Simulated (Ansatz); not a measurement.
# Run report: GeSiH$_{4}$Cl$_{2}$, geometry relaxation (part 2 of 2)

The same run, continued: GeSiH$_{4}$Cl$_{2}$; RKS PBE0-D4/def2-TZVP (Ansatz 0.2.0). The geometry is a transition state displaced along its imaginary mode. The reaction was set up to form Si1–H3 and to break Si1–Ge2 and Ge2–H3 (atoms counted from 1 in the order of the input); sticks are drawn by distance alone.

Geometry of the input (Å):
```
Si -0.9532  0.0183  0.1638
Ge 2.1517  0.2886  0.2034
H  0.9002  -0.4606  0.9160
Cl 1.8396  -0.6397  -1.7931
Cl 0.0669  1.6785  -0.1273
H  -1.3032  0.0889  1.6225
H  -2.0941  0.4098  -0.7259
H  -0.6079  -1.3837  -0.2595
```

```
mean field -89490.13730245 eV, -3288.7018872715 hartree, gradient 2.9e-5 eV, S^2 0.000000; 1 other end points of the search recorded, 0 dependent functions left out
the calculation of the forces begins
reference -89490.13733455 eV, -3288.7018884511 hartree; 42, 42 occupied and 141, 141 virtual orbitals, 1381 factors
Total energy: -89490.36281402 eV, -3288.7101746687 hartree
Atom 0 at    -1.258527     0.070871     0.102477 Å, force    -0.004061    -0.001565     0.000095 eV/Å
Atom 1 at     2.341357     0.378697     0.208430 Å, force     0.001244    -0.002885    -0.000044 eV/Å
Atom 2 at     1.316133    -0.529026     1.055881 Å, force     0.000375     0.001102     0.001053 eV/Å
Atom 3 at     2.196447    -0.897907    -1.593564 Å, force     0.000558     0.001119    -0.000491 eV/Å
Atom 4 at     0.015732     1.681004    -0.315329 Å, force    -0.000371     0.001693    -0.000980 eV/Å
Atom 5 at    -1.294712    -0.083772     1.570334 Å, force     0.000290     0.000318    -0.000186 eV/Å
Atom 6 at    -2.579039     0.491364    -0.420779 Å, force     0.001213    -0.000009     0.000514 eV/Å
Atom 7 at    -0.737392    -1.111231    -0.607452 Å, force     0.000751     0.000227     0.000039 eV/Å
Dipole moment:    -0.482949     0.124368     0.362104 e Å
```

**Trajectory as extended XYZ (Å, eV, eV/Å), 12 frames, from step=1 to step=12**
```
8
Properties=species:S:1:pos:R:3:forces:R:3 step=1 energy=-89489.77102
Si   -0.9532    0.0183    0.1638   -2.2497  -2.6148   0.5376
Ge    2.1517    0.2886    0.2034    0.3996  -0.0089  -0.0582
H     0.9002   -0.4606    0.9160    0.3151  -0.2925   0.1644
Cl    1.8396   -0.6397   -1.7931    0.0634  -0.0467   0.1870
Cl    0.0669    1.6785   -0.1273    1.6711   2.7749  -0.6949
H    -1.3032    0.0889    1.6225   -0.0531  -0.1462  -0.3828
H    -2.0941    0.4098   -0.7259   -0.1774  -0.1854   0.3007
H    -0.6079   -1.3837   -0.2595    0.0312   0.5195  -0.0540
8
Properties=species:S:1:pos:R:3:forces:R:3 step=2 energy=-89490.17188
Si   -1.0394    0.0379    0.1579   -0.7960  -0.4463  -0.0326
Ge    2.2394    0.3052    0.2168   -0.0019  -0.1217   0.0099
H     1.0241   -0.5274    0.9265    0.2558   0.0407   0.0766
Cl    1.9102   -0.6722   -1.7470    0.1256  -0.0767   0.0227
Cl    0.1384    1.7512   -0.2070   -0.0559   0.0427  -0.0577
H    -1.3767    0.0511    1.6063    0.1516   0.0661  -0.1400
H    -2.2647    0.3683   -0.6386    0.1480   0.1235   0.1767
H    -0.6313   -1.3140   -0.3149    0.1728   0.3718  -0.0558
8
Properties=species:S:1:pos:R:3:forces:R:3 step=3 energy=-89490.28965
Si   -1.1431    0.0444    0.1422    0.1082   0.1088  -0.0120
Ge    2.2251    0.2836    0.2119    0.2362   0.1627   0.1249
H     1.0624   -0.5295    0.9939    0.1476  -0.0890  -0.0504
Cl    2.0269   -0.7731   -1.7207   -0.0469  -0.0999   0.0509
Cl    0.0781    1.7316   -0.2537   -0.1268  -0.1346  -0.0202
H    -1.3093    0.0125    1.6110   -0.0580  -0.0231  -0.0474
H    -2.3958    0.4068   -0.5540   -0.1325   0.0071   0.0358
H    -0.5443   -1.1761   -0.4307   -0.1280   0.0681  -0.0815
8
Properties=species:S:1:pos:R:3:forces:R:3 step=4 energy=-89490.33899
Si   -1.2656    0.0475    0.1209    0.4528   0.3033  -0.0069
Ge    2.3626    0.3362    0.2260   -0.1874   0.0091  -0.0597
H     1.2527   -0.5252    1.0162    0.1129  -0.0915   0.0347
Cl    2.1604   -0.8300   -1.6487    0.0430  -0.0275   0.0541
Cl    0.0509    1.6541   -0.2978   -0.1977  -0.0525   0.0203
H    -1.3304   -0.0194    1.6002   -0.0518  -0.0964  -0.1218
H    -2.5570    0.4662   -0.4683   -0.0294  -0.0348   0.0071
H    -0.6736   -1.1294   -0.5484   -0.1424  -0.0098   0.0724
8
Properties=species:S:1:pos:R:3:forces:R:3 step=5 energy=-89490.33647 accepted=F
Si   -1.2704    0.0798    0.0986   -0.0156  -0.0595   0.0488
Ge    2.2854    0.4010    0.2045    0.3162  -0.1145   0.0959
H     1.4052   -0.6320    1.0893   -0.1034   0.1743  -0.1081
Cl    2.1801   -0.8563   -1.6185   -0.0287  -0.0062  -0.0111
Cl    0.0294    1.6705   -0.3190   -0.1280   0.0038   0.0049
H    -1.3238   -0.0280    1.5702   -0.0134  -0.0156  -0.0026
H    -2.5805    0.4816   -0.4588   -0.0163   0.0252  -0.0137
H    -0.7255   -1.1167   -0.5662   -0.0109  -0.0074  -0.0141
8
Properties=species:S:1:pos:R:3:forces:R:3 step=6 energy=-89490.36002
Si   -1.2646    0.0672    0.1124    0.0659   0.0649  -0.0152
Ge    2.3418    0.3744    0.2080    0.0179  -0.0450  -0.0162
H     1.3351   -0.5674    1.0457    0.0022   0.0235  -0.0217
Cl    2.1872   -0.8479   -1.6359    0.0035   0.0037   0.0425
Cl    0.0363    1.6656   -0.3015   -0.0856  -0.0398   0.0090
H    -1.3444   -0.0358    1.5830    0.0033  -0.0228   0.0004
H    -2.5637    0.4810   -0.4648   -0.0085   0.0059   0.0010
H    -0.7277   -1.1371   -0.5470    0.0012   0.0096   0.0002
8
Properties=species:S:1:pos:R:3:forces:R:3 step=7 energy=-89490.36142
Si   -1.2631    0.0711    0.1106    0.0075   0.0233  -0.0145
Ge    2.3479    0.3692    0.1994    0.0122   0.0669   0.1129
H     1.3313   -0.5523    1.0452   -0.0001   0.0109  -0.0097
Cl    2.1945   -0.8698   -1.6159   -0.0117  -0.0777  -0.0975
Cl    0.0199    1.6766   -0.3018   -0.0103  -0.0094   0.0027
H    -1.3348   -0.0555    1.5797    0.0083  -0.0103   0.0054
H    -2.5697    0.4840   -0.4516   -0.0044  -0.0050   0.0041
H    -0.7259   -1.1233   -0.5657   -0.0014   0.0014  -0.0034
8
Properties=species:S:1:pos:R:3:forces:R:3 step=8 energy=-89490.36217
Si   -1.2647    0.0731    0.1084    0.0148  -0.0065  -0.0002
Ge    2.3480    0.3715    0.2032    0.0041   0.0254   0.0450
H     1.3313   -0.5498    1.0475   -0.0019   0.0092  -0.0036
Cl    2.1957   -0.8764   -1.6131   -0.0041  -0.0339  -0.0378
Cl    0.0195    1.6765   -0.3052   -0.0099   0.0043   0.0025
H    -1.3275   -0.0608    1.5778    0.0038  -0.0022  -0.0046
H    -2.5756    0.4840   -0.4455    0.0027   0.0022   0.0027
H    -0.7267   -1.1182   -0.5732   -0.0094   0.0014  -0.0041
8
Properties=species:S:1:pos:R:3:forces:R:3 step=9 energy=-89490.36271
Si   -1.2596    0.0716    0.1053   -0.0025  -0.0021  -0.0017
Ge    2.3442    0.3759    0.2072   -0.0093  -0.0089  -0.0006
H     1.3189   -0.5363    1.0508    0.0054   0.0068   0.0003
Cl    2.1955   -0.8902   -1.6021    0.0019   0.0019   0.0030
Cl    0.0170    1.6804   -0.3108    0.0001   0.0011   0.0002
H    -1.3077   -0.0750    1.5737    0.0032   0.0004   0.0003
H    -2.5761    0.4881   -0.4310    0.0013   0.0007   0.0020
H    -0.7322   -1.1145   -0.5930    0.0000   0.0002  -0.0035
8
Properties=species:S:1:pos:R:3:forces:R:3 step=10 energy=-89490.36277
Si   -1.2581    0.0712    0.1024   -0.0055  -0.0029   0.0055
Ge    2.3412    0.3766    0.2093   -0.0016  -0.0017  -0.0049
H     1.3145   -0.5305    1.0560    0.0015   0.0006  -0.0027
Cl    2.1953   -0.8963   -1.5956    0.0003   0.0031   0.0067
Cl    0.0150    1.6820   -0.3151    0.0058   0.0031  -0.0022
H    -1.2944   -0.0813    1.5706   -0.0024  -0.0014  -0.0020
H    -2.5789    0.4896   -0.4221    0.0032  -0.0005   0.0009
H    -0.7347   -1.1111   -0.6055   -0.0012  -0.0003  -0.0013
8
Properties=species:S:1:pos:R:3:forces:R:3 step=11 energy=-89490.36278
Si   -1.2585    0.0710    0.1025   -0.0054  -0.0012   0.0003
Ge    2.3423    0.3781    0.2088   -0.0032  -0.0029  -0.0023
H     1.3160   -0.5290    1.0557    0.0014   0.0010   0.0012
Cl    2.1963   -0.8976   -1.5938    0.0014   0.0017   0.0009
Cl    0.0153    1.6812   -0.3155    0.0023   0.0014  -0.0003
H    -1.2950   -0.0835    1.5704    0.0006   0.0002  -0.0006
H    -2.5791    0.4911   -0.4209    0.0017  -0.0001   0.0008
H    -0.7373   -1.1112   -0.6072    0.0011  -0.0002   0.0000
8
Properties=species:S:1:pos:R:3:forces:R:3 step=12 energy=-89490.36278
Si   -1.2585    0.0709    0.1025   -0.0041  -0.0016   0.0001
Ge    2.3414    0.3787    0.2084    0.0012  -0.0029   0.0000
H     1.3161   -0.5290    1.0559    0.0004   0.0011   0.0011
Cl    2.1964   -0.8979   -1.5936    0.0006   0.0011  -0.0005
Cl    0.0157    1.6810   -0.3153   -0.0004   0.0017  -0.0010
H    -1.2947   -0.0838    1.5703    0.0003   0.0003  -0.0002
H    -2.5790    0.4914   -0.4208    0.0012   0.0000   0.0005
H    -0.7374   -1.1112   -0.6075    0.0008   0.0002   0.0000
```

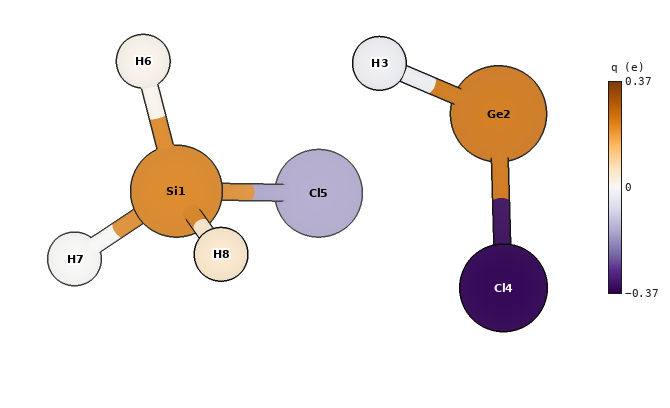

Fig. 1: Mulliken charges, as the colour of each atom (ball-and-stick view, seen at a tilt; atoms are numbered from 1 in the order of the input). By element: Si +0.23, Ge +0.25, H −0.02 to +0.05 and Cl −0.35 to −0.18 e.

**Key numbers**

```json
{"quantity": "outcome", "value": "converged"}
{"quantity": "total energy", "value": "−89490.3628 eV"}
{"quantity": "mean-field energy", "value": "−89490.1373 eV"}
{"quantity": "dispersion energy", "value": "−0.2255 eV"}
{"quantity": "SCF solution under orbital rotations", "value": "stable"}
{"quantity": "largest force (length of the vector) at the end", "value": "0.004 eV/Å"}
{"quantity": "dipole moment", "value": "2.96 D"}
{"quantity": "hardware", "value": "4 threads of Arm Neoverse V1, 23 GiB of memory available, shared host"}
{"quantity": "wall time", "value": "48 s (CPU time 3 min)"}
{"quantity": "peak memory", "value": "0.61 GiB"}
```
